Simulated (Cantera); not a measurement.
Charge: 1 mol SiH₄, 0.21 mol N₂, at 1.30 mbar.

Equilibrium computed with Cantera from the NASA thermochemical tables; the gas is ideal and each condensed phase is pure. Candidate condensed phases: Si, Si₃N₄; 18 gas species. N₂ is the only nitrogen source here; it is nearly inert below about 1500 K, so the nitride shown seldom forms there in practice. Mutual solubility and eutectic melting of coexisting phases are not modelled. The tables' values for SiN are old estimates; treat these amounts as uncertain. Gases not in the tables: Si₂H₆ and higher silanes. The numbers say what is thermodynamically allowed, not how fast it happens.

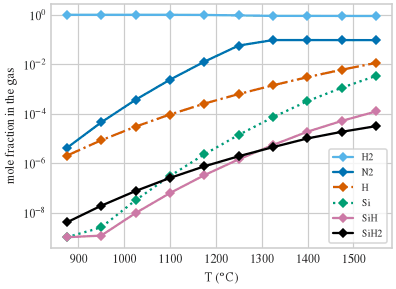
Figure. Equilibrium gas composition (values under 1e-9 drawn at 1e-9)

From 875 °C to 1250 °C the condensed part is Si(s) + Si₃N₄(s). From 1325 °C to 1400 °C the condensed part is Si(s). From 1475 °C to 1550 °C the condensed part is Si(l).
